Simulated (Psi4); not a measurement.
# CHCuO (Cu(CO)H) at CCSD/def2-SVPD

What is the vertical ionisation energy of CHCuO (Cu(CO)H) at CCSD/def2-SVPD? 

Program for the calculation: Psi4 1.11.

4 further runs of the same task are left out: 4 that didn't finish.

## 1. Starting point

CHCuO has 4 atoms, charge 0, and is taken as a singlet. SMILES: `[H][Cu]<-[C-]#[O+]`. Geometry: a GFN2-xTB relaxation, a rough one for these elements and not checked as a minimum.

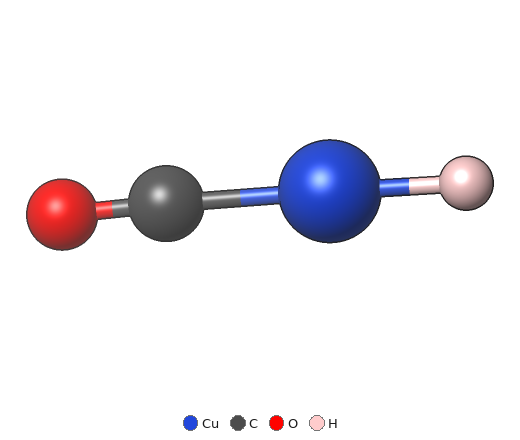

Viewed from a chosen angle; copper blue, carbon dark grey, oxygen red, hydrogen pink.

## 2. The energy at CCSD/def2-SVPD

File input.dat:

```
memory 1600 mb

molecule {
  Cu    -0.014370     0.018700    -0.804770
  C     -0.004560     0.008270     0.981090
  O      0.032210    -0.031180     2.117060
  H     -0.013280     0.004200    -2.293380
  symmetry c1
}

set puream true
set e_convergence 1e-09
set d_convergence 1e-08
set scf_type pk
set num_frozen_docc 7

result, w = energy("ccsd/def2-SVPD", return_wfn=True)
```

Launch:

```bash
$ psi4 input.dat output.dat -n 1
```

output.dat, shortened:

```text
[...]
  Running in c1 symmetry.
[...]
  Nuclear repulsion =  128.136591491432398
[...]
  Multiplicity = 1
[...]
  Nalpha       = 22
  Nbeta        = 22
[...]
    Number of basis functions: 85
[...]
   @RHF iter   1: -1749.79740425944965   -1.73569e+00   2.56732e-02 DIIS/ADIIS
[...]
   @RHF iter  14: -1751.89696523072962   -8.18545e-12   5.15036e-09 DIIS
[...]
    Orbital Energies [Eh]
    ---------------------
    Doubly Occupied:
       1A   -328.857127     2A    -40.900283     3A    -35.710137
       4A    -35.709364     5A    -35.709358     6A    -20.731692
       7A    -11.443980     8A     -5.075673     9A     -3.392546
      10A     -3.381484    11A     -3.381483    12A     -1.560007
      13A     -0.859765    14A     -0.725255    15A     -0.700724
      16A     -0.700691    17A     -0.545723    18A     -0.545723
      19A     -0.532293    20A     -0.532288    21A     -0.496939
      22A     -0.338984
[...]
  @RHF Final Energy: -1751.89696523072962
   => Energetics <=
    Nuclear Repulsion Energy =            128.1365914914323980
    One-Electron Energy =               -2696.4040772259918413
    Two-Electron Energy =                 816.3705205038298800
    Total Energy =                      -1751.8969652307296201
[...]
 Multipole Moments:
 ------------------------------------------------------------------------------------
     Multipole            Electronic (a.u.)      Nuclear  (a.u.)        Total (a.u.)
 ------------------------------------------------------------------------------------
 L = 1.  Multiply by 2.5417464519 to convert [e a0] to [Debye]
 Dipole X            :         -0.0433277            0.0361593           -0.0071684
 Dipole Y            :          0.0741300           -0.0517268            0.0224032
 Dipole Z            :          0.4151210            1.3128123            1.7279334
 Magnitude           :                                                    1.7280934
[...]
      * MP2 total energy                      = -1752.665529463930852
[...]
      * CCSD total energy                     = -1752.610485842513526
[...]
```

Run time: 53 s. Hardware: 1 thread of Intel Xeon at 2.60GHz (Ice Lake), shared host; peak memory 0.5 GiB.

## 3. The doublet cation, same level

File chcuo.xyz:

```xyz
4
CHCuO
Cu    -0.014370     0.018700    -0.804770
C     -0.004560     0.008270     0.981090
O      0.032210    -0.031180     2.117060
H     -0.013280     0.004200    -2.293380
```

File chcuo.py:

```python
import psi4

psi4.set_memory(1600000000)
psi4.set_num_threads(1)
psi4.core.set_output_file('run.log', False)

with open('chcuo.xyz') as f:
    atoms = ''.join(f.readlines()[2:])
m = psi4.geometry('1 2\n' + atoms + 'symmetry c1\nno_reorient\nno_com')

psi4.set_options({
    'basis': 'def2-SVPD',
    'reference': 'uhf',
    'puream': True,
    'e_convergence': 1e-09,
    'd_convergence': 1e-08,
    'scf_type': 'pk',
    'num_frozen_docc': 7,
    'maxiter': 200,
})

E, wfn = psi4.energy("ccsd", molecule=m, return_wfn=True)
print(f'total energy {E:.8f} hartree = {E * 27.211386:.5f} eV')
```

Launch:

```bash
$ python chcuo.py
```

run.log, shortened:

```text
[...]
  Running in c1 symmetry.
[...]
  Nuclear repulsion =  128.136591491432426
[...]
  Multiplicity = 2
[...]
  Nalpha       = 22
  Nbeta        = 21
[...]
    Number of basis functions: 85
[...]
   @UHF iter   1: -1749.46708757819715   -1.40537e+00   2.55725e-02 ADIIS/DIIS
[...]
   @UHF iter  20: -1751.60609630295130   -3.86535e-12   6.03780e-09 DIIS
[...]
   @S^2 Observed:                7.599380607E-01
[...]
    Orbital Energies [Eh]
    ---------------------
    Alpha Occupied:
       1A   -329.125409     2A    -41.165684     3A    -35.976889
       4A    -35.974670     5A    -35.974669     6A    -20.911915
       7A    -11.623385     8A     -5.355709     9A     -3.681746
      10A     -3.660390    11A     -3.660388    12A     -1.729809
      13A     -1.035582    14A     -0.953747    15A     -0.874581
      16A     -0.874559    17A     -0.831948    18A     -0.824746
      19A     -0.824746    20A     -0.816389    21A     -0.816305
      22A     -0.723103
    Alpha Virtual:
      23A     -0.161769    24A     -0.161739    25A     -0.094093
[...]
  @UHF Final Energy: -1751.60609630295130
   => Energetics <=
    Nuclear Repulsion Energy =            128.1365914914324264
    One-Electron Energy =               -2685.4981242575022407
    Two-Electron Energy =                 805.7554364631188264
    Total Energy =                      -1751.6060963029513005
  UHF NO Occupations:
  HONO-2 :   20  A 1.9997678
  HONO-1 :   21  A 1.9955563
[...]
 Multipole Moments:
 ------------------------------------------------------------------------------------
     Multipole            Electronic (a.u.)      Nuclear  (a.u.)        Total (a.u.)
 ------------------------------------------------------------------------------------
 L = 1.  Multiply by 2.5417464519 to convert [e a0] to [Debye]
 Dipole X            :          0.3501134           -0.3773594           -0.0272460
 Dipole Y            :         -0.6204937            0.6551303            0.0346366
 Dipole Z            :          4.1181465           -5.3076549           -1.1895083
 Magnitude           :                                                    1.1903244
[...]
      * MP2 total energy                      = -1752.327202714862096
[...]
      * CCSD total energy                     = -1752.283240501624732
```

The script printed:

```text
total energy -1752.28324050 hartree = -47682.05564 eV
```

Wall time 2.1 min (1 thread of Intel Xeon at 2.60GHz (Ice Lake), shared host); peak memory 0.56 GiB.

## 4. Results

At CCSD/def2-SVPD, 7 core orbitals frozen:

```
                                                                  quantity           value
                                               singlet CHCuO: total energy  -1752.61049 Eh
                        singlet CHCuO: HOMO energy (Hartree–Fock orbitals)        -9.22 eV
                        singlet CHCuO: LUMO energy (Hartree–Fock orbitals)         0.88 eV
                      singlet CHCuO: HOMO–LUMO gap (Hartree–Fock orbitals)        10.10 eV
                singlet CHCuO: correlation energy (7 core orbitals frozen)      -713.5 mEh
                                              singlet CHCuO: T1 diagnostic           0.031
                                              doublet cation: total energy  -1752.28324 Eh
doublet cation: HOMO energy (Hartree–Fock orbitals) (highest over α and β)       -19.68 eV
 doublet cation: LUMO energy (Hartree–Fock orbitals) (lowest over α and β)        -6.99 eV
               doublet cation: correlation energy (7 core orbitals frozen)      -677.1 mEh
                         doublet cation: ⟨S²⟩ of the reference determinant           0.760
                                             doublet cation: T1 diagnostic           0.072
                        vertical ionisation energy (to the doublet cation)        8.905 eV
```

In words: Removing an electron at fixed nuclei costs 8.90 eV (205 kcal/mol). The T1 diagnostic (doublet cation) of 0.072 is above the customary mark for such species, so a single reference may not serve.
